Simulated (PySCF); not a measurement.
C₇H₁₄SSi

```yaml
atoms:
  - { symbol: C, position_ang: [4.4621, 0.1791, -0.9320] }
  - { symbol: C, position_ang: [3.1856, -0.1060, -0.7177] }
  - { symbol: Si, position_ang: [2.1416, 0.6514, 0.6253] }
  - { symbol: C, position_ang: [0.7802, -0.4115, 1.3862] }
  - { symbol: C, position_ang: [0.2569, 0.6202, 0.3860] }
  - { symbol: S, position_ang: [-0.4288, 0.0272, -1.1621] }
  - { symbol: C, position_ang: [-2.2012, -0.2906, -0.7613] }
  - { symbol: C, position_ang: [-2.9414, 1.0094, -0.4937] }
  - { symbol: C, position_ang: [-2.3452, -1.2864, 0.3756] }
  - { symbol: H, position_ang: [5.0292, -0.2775, -1.7280] }
  - { symbol: H, position_ang: [4.9985, 0.8846, -0.3186] }
  - { symbol: H, position_ang: [2.6886, -0.8161, -1.3681] }
  - { symbol: H, position_ang: [2.6590, 1.7437, 1.4335] }
  - { symbol: H, position_ang: [0.4664, -0.2713, 2.4122] }
  - { symbol: H, position_ang: [0.6864, -1.4429, 1.0760] }
  - { symbol: H, position_ang: [-0.3359, 1.4292, 0.7918] }
  - { symbol: H, position_ang: [-2.5630, -0.7354, -1.6929] }
  - { symbol: H, position_ang: [-2.6048, 1.4614, 0.4377] }
  - { symbol: H, position_ang: [-2.7728, 1.7159, -1.3034] }
  - { symbol: H, position_ang: [-4.0102, 0.8186, -0.4119] }
  - { symbol: H, position_ang: [-3.3941, -1.5472, 0.5089] }
  - { symbol: H, position_ang: [-1.9751, -0.8611, 1.3059] }
  - { symbol: H, position_ang: [-1.7866, -2.1947, 0.1606] }
```

Geometry: GFN2-xTB.

Method: PBE0/pcSseg-1, SCF density, gas phase, non-relativistic in PySCF 2.14.0.

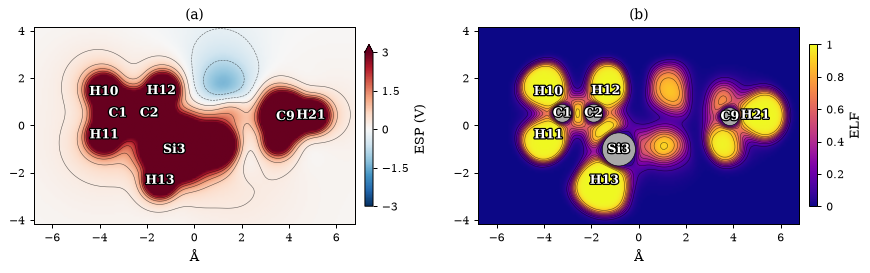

Figure 1. (a) electrostatic potential; (b) electron localisation function on the plane of atoms C1, C2 and Si3. Grey discs cover the atomic cores in the ELF map.

Question: What do the fields say about this system?

Answer: Atoms in the plane: C, Si and H.
C–C (1.33 Å): the ELF peaks at about 0.95 between the atoms (a short, multiple covalent bond).
C–Si (1.86 Å): the ELF peaks at about 0.95 between the atoms (a shared electron pair).
C–H (1.08 Å): the ELF climbs to about 1 towards the hydrogen, as it does in any bond to H; an ordinary covalent bond to hydrogen.
Si–H (1.45 Å): the ELF climbs to about 1 towards the hydrogen.
Outside the dense part of the molecule the potential is most negative (−1.4 V) near S6, which lies off the plane.

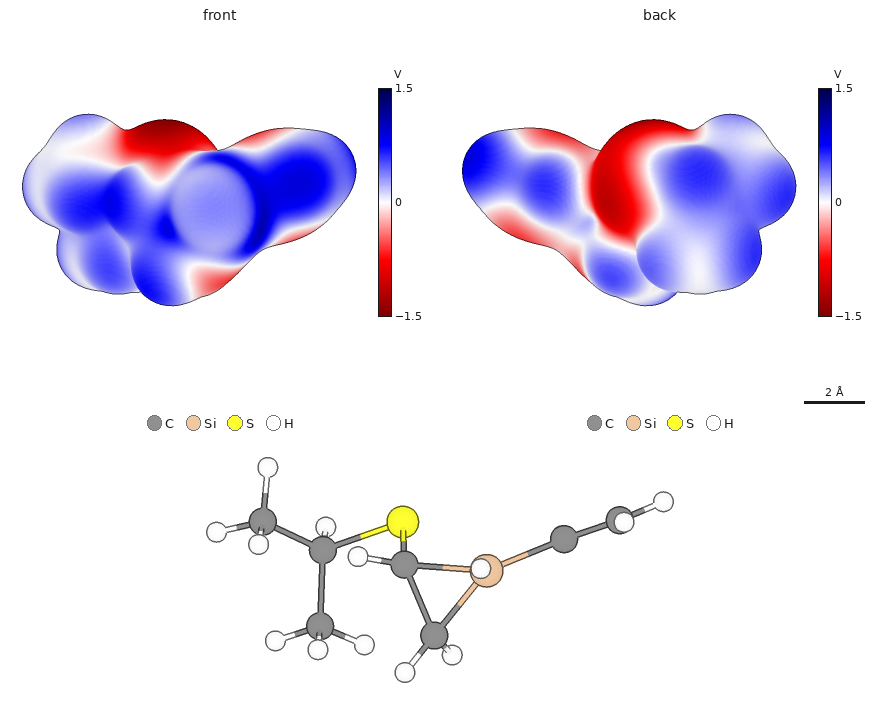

Figure 2. The molecular electrostatic potential painted on the density surface at 0.002 e/bohr³, seen from the front and from behind; red is negative and blue positive. The bare structure is drawn below in the same view.

Question: Describe the electrostatic potential map.

Answer: The most negative region (about −1.3 V, or −30 kcal/mol for a unit charge) lies over S6, the most positive (about +1.0 V, or +23 kcal/mol for a unit charge) over Si3.

Question: How polar is the molecule by this calculation?

Answer: Its dipole moment is 1.06 D.
